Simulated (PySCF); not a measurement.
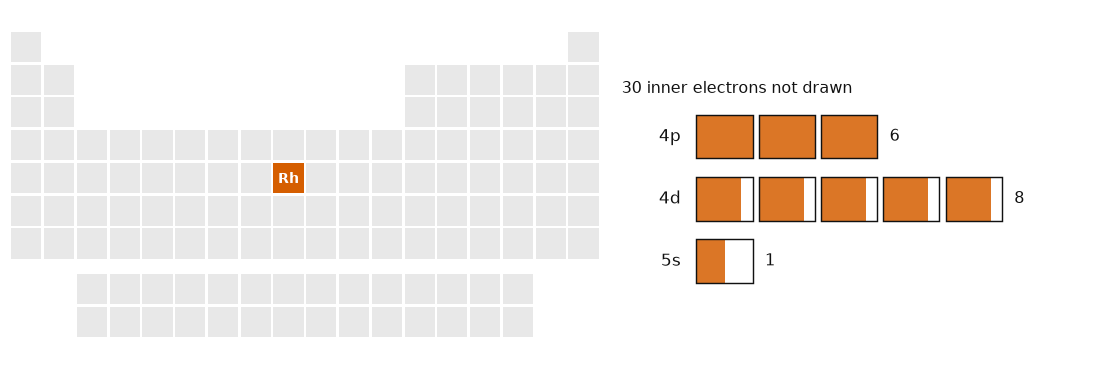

Fig. 1: Left, the place of rhodium in the periodic table; right, the outer shells of the nominal configuration: a box for each of the 2l + 1 orbitals, shaded by the share of the shell that is filled, with the electron count at the right.

Run report: Rh, atomic calculation

- system: Rh, configuration 1s2 2s2 2p6 3s2 3p6 3d10 4s2 4p6 4d8 5s1, multiplicity 4.
- method: unrestricted HF, def2-TZVP with ECP28, scalar-relativistic core potential (PySCF)

The program's output (extracts):
```
damping factor = 0
level_shift factor = 0
DIIS = <class 'pyscf.scf.diis.CDIIS'>
diis_start_cycle = 1
diis_space = 10
diis_damp = 0
SCF conv_tol = 1e-09
SCF conv_tol_grad = None
number electrons alpha = 10  beta = 7
cycle= 1 E= -109.743009477841  delta_E= -0.00608  |g|= 0.0259  |ddm|= 0.041
cycle= 2 E= -109.743181799143  delta_E= -0.000172  |g|= 0.00503  |ddm|= 0.00758
cycle= 3 E= -109.74319196795  delta_E= -1.02e-05  |g|= 0.00131  |ddm|= 0.00367
cycle= 4 E= -109.743192963123  delta_E= -9.95e-07  |g|= 0.000567  |ddm|= 0.00105
cycle= 5 E= -109.743193373945  delta_E= -4.11e-07  |g|= 6.65e-05  |ddm|= 0.00108
cycle= 6 E= -109.74319337829  delta_E= -4.34e-09  |g|= 1.06e-05  |ddm|= 0.00017
cycle= 7 E= -109.743193378483  delta_E= -1.93e-10  |g|= 9.38e-07  |ddm|= 6.57e-05
converged SCF energy = -109.743193378483  <S^2> = 3.7524417  2S+1 = 4.0012207
```

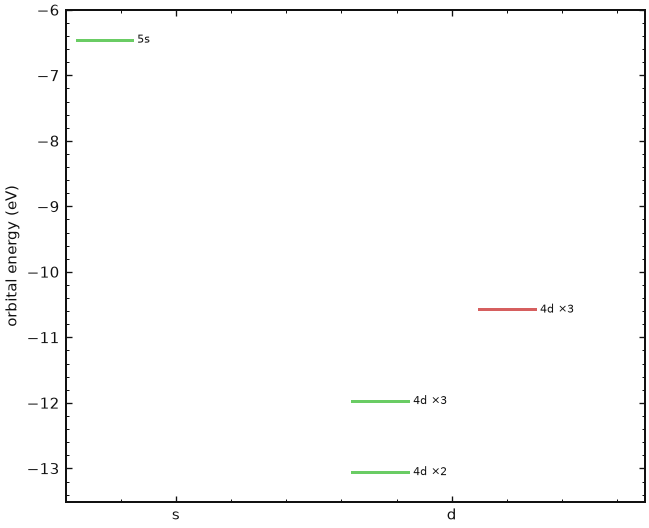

Fig. 2: Orbital energies of the mean field, from the top down to −13.1 eV, by angular momentum, α spin at the left of each column and β at the right; ×n counts the orbitals under one label. The highest filled orbital is 5s α at −6.46 eV, the lowest empty one s β at 0.525 eV.

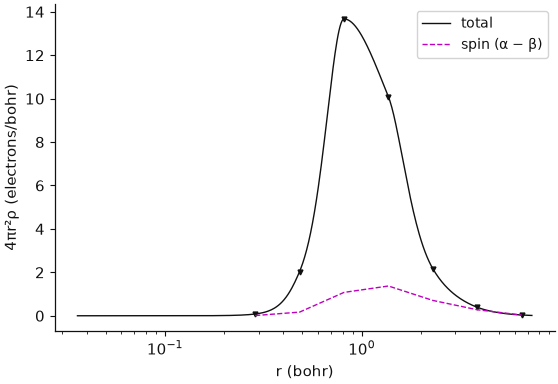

Fig. 3: Spherically averaged radial density 4πr²ρ of the mean field (valence electrons alone, under a core potential) and its spin part; markers are the stored points, which are sparse, and the line is a monotone interpolation between them. The largest stored value is 13.7 electrons/bohr at r = 0.81 bohr. Root-mean-square radii of the shells: 4s 1.06, 4p 1.17, 4d 1.71, 5s 3.79 bohr.

Input file:
```python
from pyscf import gto, scf, dft, mp, cc
import basis_set_exchange as bse
txt = bse.get_basis("def2-TZVP", elements=["Rh"], fmt="nwchem", header=False)
cut = txt.index("\nECP")
mol = gto.M(atom="Rh 0 0 0", charge=0, spin=3, symmetry="D2h",
            basis=gto.basis.parse(txt[:cut]),
            ecp={"Rh": gto.basis.parse_ecp(txt[cut:])})
mf = scf.UHF(mol)
mf.irrep_nelec = {'Ag': (4, 1), 'B1g': (1, 1), 'B2g': (1, 1), 'B3g': (1, 1), 'B1u': (1, 1), 'B2u': (1, 1), 'B3u': (1, 1)}
mf.kernel()
```

The script is an equivalent of what the driver set up; the driver started from orbitals of its own, so the log can be shorter than this script's would be, and it computed the properties (radii, ⟨L²⟩, response) afterwards. It held the occupations shell by shell, which the script's counts by irreducible representation don't always enforce.

The run was one of a batch that the task file lists, launched with:
```bash
OMP_NUM_THREADS=1 python <driver script> TASK.json OUT
```

Summary:

- outcome: converged
- total energy (valence electrons, under a core potential): −109.743193 hartree
- ⟨S²⟩: 3.752
- ⟨L²⟩: 12.04
- SCF iterations: 7
- hardware: 1 thread of Arm Neoverse N1, 40 GiB of memory available, shared host
